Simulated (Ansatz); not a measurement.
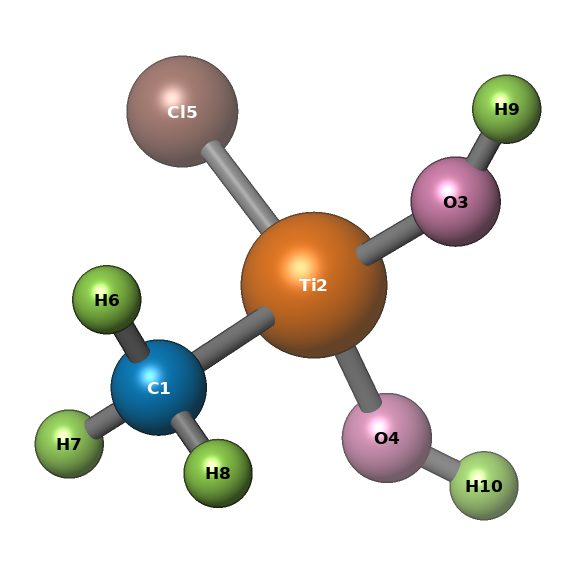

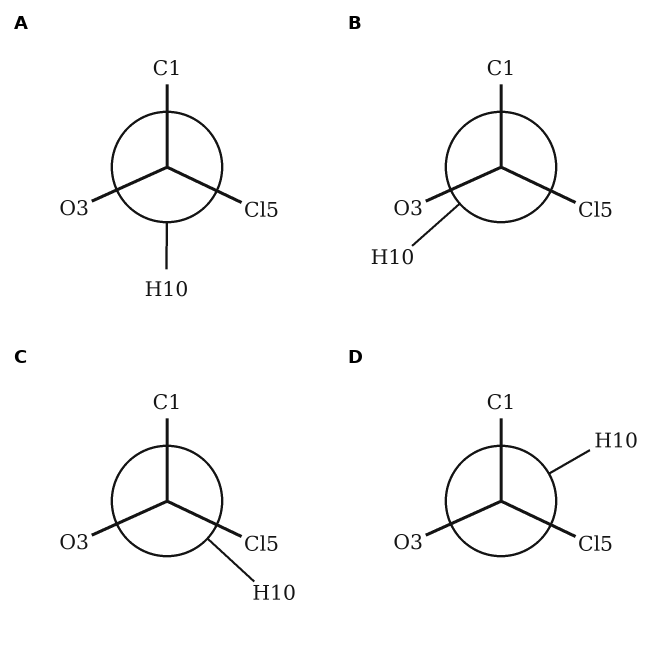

Atoms fade into the background with distance from the viewer. Bonds that would overlap in a projection are set slightly apart. Charge 0, singlet. The computed structure is the end point of a PBE0-D4/def2-TZVP optimisation.

> Which Newman projection shows the view along Ti2–O4, with Ti2 in front?

B. The torsion angle Cl5–Ti2–O4–H10 is 125°, anticlinal.
